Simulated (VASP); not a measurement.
Band structure of Cd4TeSe3 (space group Pmm2). Computed with r2SCAN meta-GGA, VASP's PBE PAW potentials (set 64) (plane waves; VASP 6.6.1).

Unless said otherwise, spin-orbit coupling is left out, though it shifts the bands of the heavy elements here.

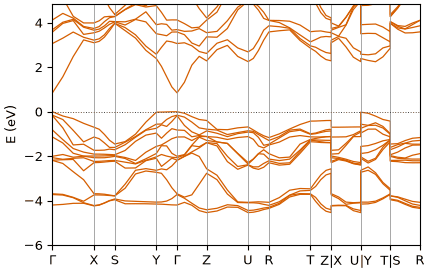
Figure: Bands along high-symmetry lines, zero at the valence-band maximum or, without a gap, the Fermi level

**Question.** Read the plot: is there a gap, and where are the band edges?

**Answer.** The gap is direct, 0.85 eV, from the valence maximum at Γ to the conduction minimum at Γ.

The structure comes from a computed database's Cd4TeSe3 entry (Pmm2); how it stands against other phases isn't given here. It was relaxed first.
